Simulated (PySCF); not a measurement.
**Ways to converge the SCF of GaS⁻**

The same problem is solved with other solver options, one edit a run.

Program: PySCF 2.14.0. Level of theory: method and basis as typed in the scripts. These are calculated values, not measurements.

3 further runs of the same task are left out: 3 that didn't finish.

**1. The starting structure**

GaS⁻: 2 atoms, charge -1, spin multiplicity 1.

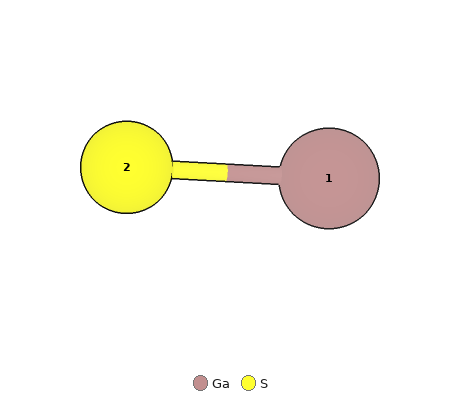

Start geometry, drawn with gallium pink, sulfur yellow; atoms are numbered from 1 in the order of the file.

**2. The base run**

input.py reads:

```python
from pyscf import gto, scf, mp

mol = gto.M(
    atom='Ga 0 0 0; S 0 0 2.175',
    basis='ano-rcc-vdzp',
    charge=-1,
    spin=0,
    symmetry=True,
    verbose=4,
)
mf = scf.RHF(mol)
mf = mf.sfx2c1e()
mf.kernel()
mp.MP2(mf, frozen=14).kernel()
mf.dip_moment()
print('orbital energies (hartree):', mf.mo_energy[..., max(0, mol.nelec[1]-3):mol.nelec[0]+3].round(4))
```

Command:

```console
OMP_NUM_THREADS=1 python input.py
```

Its log is not repeated here.

Base result: E(SCF) = -2340.904905 Eh, 10 cycles, E(MP2) − E(SCF) = -0.38718 Eh.

The bond length is a typed value, not an optimised one. The dipole of an ion depends on the origin.

**3. Smearing width 0.005 hartree**

Variant 1 changes smearing width: none → 0.005 hartree; step after the SCF: mp2 → none.

input.py reads:

```python
from pyscf import gto, scf

mol = gto.M(
    atom='Ga 0 0 0; S 0 0 2.175',
    basis='ano-rcc-vdzp',
    charge=-1,
    spin=0,
    symmetry=True,
    verbose=4,
)
mf = scf.RHF(mol)
mf = mf.sfx2c1e()
mf = scf.addons.smearing_(mf, sigma=0.005, method='fermi')
mf.kernel()
mf.dip_moment()
print('orbital energies (hartree):', mf.mo_energy[..., max(0, mol.nelec[1]-3):mol.nelec[0]+3].round(4))
```

Command:

```console
OMP_NUM_THREADS=1 python input.py
```

**4. Point-group symmetry off**

Variant 2 changes point-group symmetry: on → off.

Changes to input.py since step 2:

```diff
@@ -7,3 +7,2 @@
     spin=0,
-    symmetry=True,
     verbose=4,
```

**5. Convergence threshold 1e-05 hartree**

Variant 3 changes convergence threshold: default → 1e-05 hartree.

Changes to input.py since step 2:

```diff
@@ -12,2 +12,3 @@
 mf = mf.sfx2c1e()
+mf.conv_tol = 1e-05
 mf.kernel()
```

**6. Level shift 0.3 hartree**

Variant 4 changes level shift: none → 0.3 hartree.

Changes to input.py since step 2:

```diff
@@ -12,2 +12,3 @@
 mf = mf.sfx2c1e()
+mf.level_shift = 0.3
 mf.kernel()
```

Before running it: what results should come out? Wanted: for each run, E(SCF); from base; gap; after the SCF.

**Answer**, as computed:

```csv
run,E(SCF) (hartree),from base (eV),cycles,gap (eV),after the SCF
base,-2340.904905,0,10,9.49,"MP2 correlation -10.536 eV, core frozen"
smearing width 0.005 hartree,-2340.904905,0.0000,10,n/a,n/a
point-group symmetry off,-2340.904905,0.0000,10,9.49,"MP2 correlation -10.536 eV, core frozen"
convergence threshold 1e-05 hartree,-2340.904905,0.0000,7,9.49,"MP2 correlation -10.536 eV, core frozen"
level shift 0.3 hartree,-2340.904905,0.0000,14,9.49,"MP2 correlation -10.536 eV, core frozen"
```

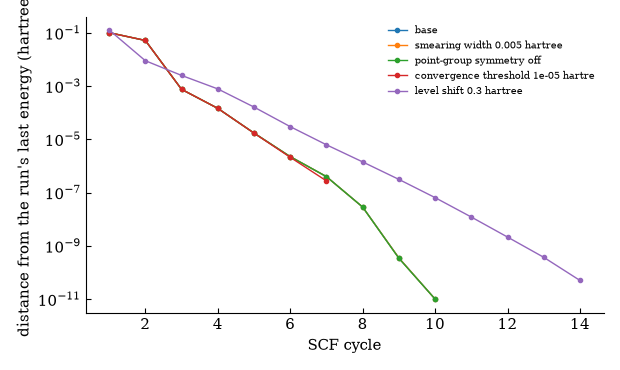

Convergence of the SCF energy, run by run.

What this shows: No change of the SCF energy comes from smearing width 0.005 hartree or point-group symmetry off or convergence threshold 1e-05 hartree or level shift 0.3 hartree. The base needs 10 cycles and the run with level shift 0.3 hartree needs 14.
